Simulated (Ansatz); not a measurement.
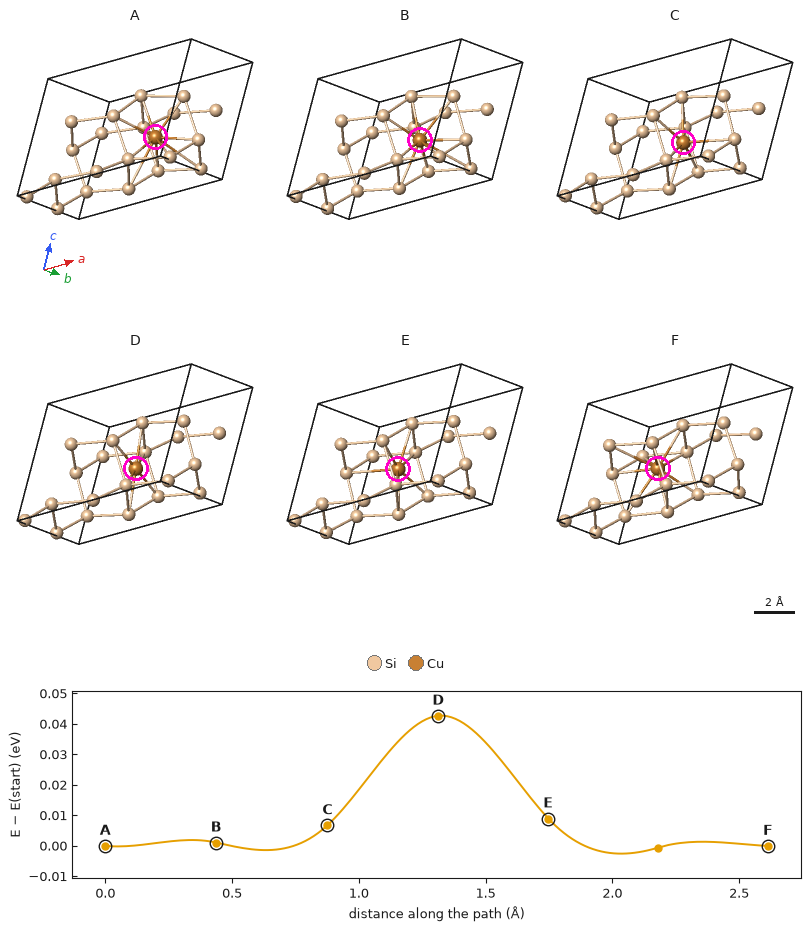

NEB run on Si with an interstitial Cu (17 atoms in the cell, charge +1). Images are numbered from 0 (start) to 6 (end). Frames A to F are images 0, 1, 2, 3, 4, 6. A ball-and-stick model of the reduced simulation cell (origin moved), seen from a free direction. The moving atom is ringed, with any periodic copies. Lengths and directions refer to the drawn axes. Bonds to atoms that aren't drawn are left out.

Theory: DFT PBE, scalar-relativistic, plane waves, PAW (Ansatz). Run with plane-wave cutoff 420 eV; k-point mesh 2 × 2 × 2; Gaussian smearing 0.05 eV; 5 movable images; climbing image; force threshold 0.05 eV/Å; iteration limit 38; spring constant 2.0 eV/Å²; starting path by image-dependent pair potential.

Read off the barrier and say what moves.

Answer. The barrier is about 0.043 eV in both directions, with image 3 at the top; the ends have the same energy. The Cu atom travels furthest, 2.20 Å from end to end, roughly along [−3 1 1], on a path that bends up to 0.22 Å away from the straight line. At the highest image its nearest neighbour (Si) is 2.33 Å away, against 2.33 Å at the start, and the surrounding atoms stand up to 0.21 Å off the mean of their end positions. The band converged in 4 iterations. The largest component of the band force went from 0.85 to 0.049 eV/Å. The climbing image converged on the top of the path. A check of its curvatures found one unstable direction (−0.53 eV/Å²), as a transition state must have.

Limits of the set-up: the periodic images lie only 7.7 Å apart, so the values are limited by the cell's size; the cell is charged, on a uniform background, and energies carry no finite-size correction.

PAW datasets: the set soft_1.
